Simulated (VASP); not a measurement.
Band structure of Sn2Si6 (ordered alloy cell). These are modified Becke-Johnson potential (mBJ), VASP's PBE PAW potentials (set 64) (plane waves; VASP 6.6.1) values and carry that method's errors.

mBJ is a potential without an energy functional, so only the levels count. Unless said otherwise, spin-orbit coupling is left out, though it shifts the bands of the heavy elements here.

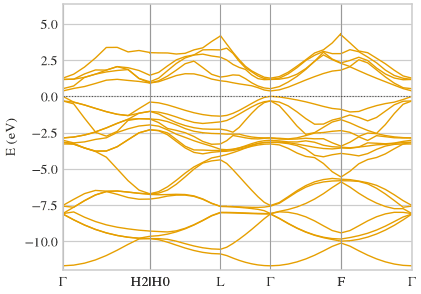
*Bands along high-symmetry lines, zero at the valence-band maximum or, without a gap, the Fermi level*

**Question.** Read the plot: is there a gap, and where are the band edges?

**Answer.** The gap is direct, 0.37 eV, from the valence maximum at Γ to the conduction minimum at Γ.

The structure was generated: Sn2Si6 was put into an ordered model structure (R-3m), which need not be its known phase. It was relaxed first. The cell's shape comes from a PBE relaxation.
